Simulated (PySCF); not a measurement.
Ionisation energy of Al⁺ ([Ne] 3s² → [Ne] 3s). PySCF, x2c-TZVPPall, spin-free X2C-1e, unrestricted single determinants, no spin-orbit coupling. Methods marked “subvalence” freeze 2 core electrons.

By method:

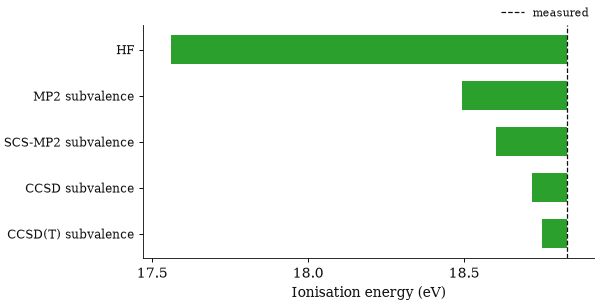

| Method | Ionisation energy (eV) |
| --- | --- |
| HF | 17.56 |
| MP2 subvalence | 18.49 |
| SCS-MP2 subvalence | 18.60 |
| CCSD subvalence | 18.72 |
| CCSD(T) subvalence | 18.75 |

The values run from 17.56 eV (HF) to 18.75 eV (CCSD(T) subvalence). The measured value is 18.83 eV; nearest to it come CCSD(T) subvalence (−0.08) and CCSD subvalence (−0.11), furthest HF (−1.27 eV).
